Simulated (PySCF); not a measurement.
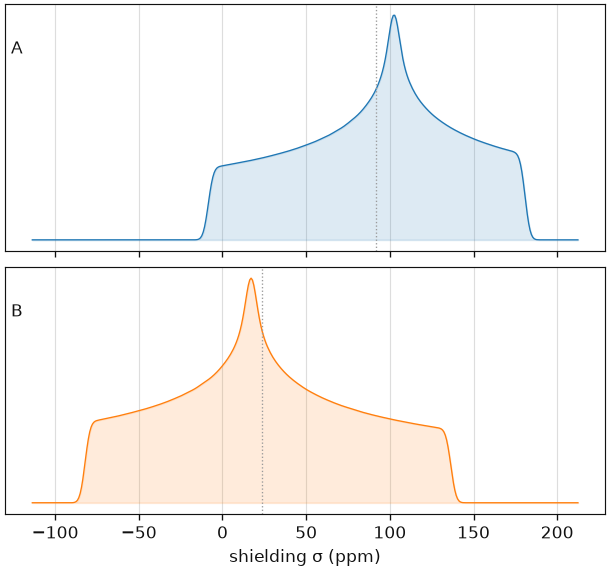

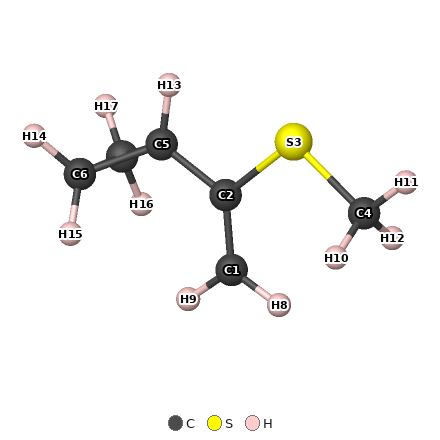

Static powder patterns (¹³C) from GIAO shielding tensors of C₆H₁₀S, SMILES C=C(SC)C1CC1, PBE0/pcSseg-1 with PySCF 2.14.0, at a GFN2-xTB geometry (no frequency check); absolute shielding, one fixed geometry of the isolated molecule without any motion, no dipolar terms. The dotted line is the isotropic value; skew is 3(σiso − σ22)/span.

The panels belong to C1 and C2. Which is which?

Answer. panel A: C1, σ11, σ22, σ33 = −8, 102, 181 ppm, isotropic 92, span 189 ppm, skew −0.17; panel B: C2, σ11, σ22, σ33 = −82, 17, 136 ppm, isotropic 24, span 219 ppm, skew 0.09.

Note: the tight-binding geometry is rougher than a DFT one and adds to the error; one conformer of a flexible molecule.
